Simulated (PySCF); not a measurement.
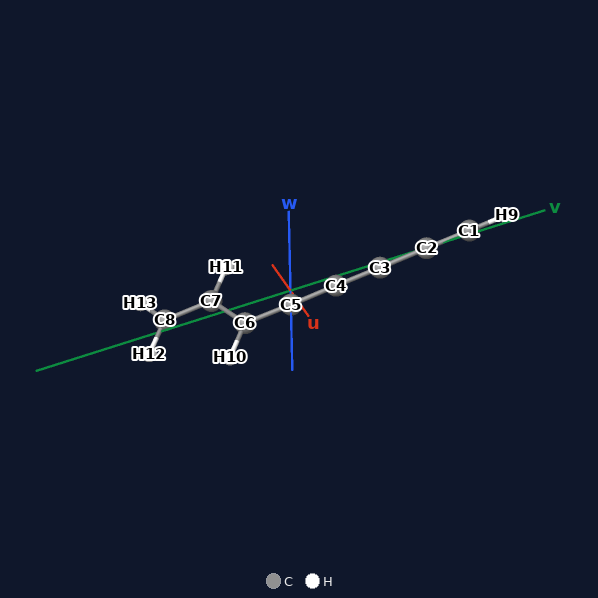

The lines u, v and w are the principal axes of the g tensor. Charge 0, doublet. Computed geometry: GFN2-xTB optimisation. No frequency run is at hand to confirm it as a minimum. Method: UKS B3LYP, pcH-1 on C H, non-relativistic, mean-field spin-orbit, GIAO (PySCF 2.14.0).

Question: Along which axis does g lie farthest from the free-electron value?

Answer: Along v (in the molecular plane, nearly parallel to the C5–C6 bond): the shift is −1047 ppm.

Give the principal values and shifts.

```csv
axis,g,shift (ppm)
u,2.00285,535
v,2.00127,−1047
w,2.00218,−144
```
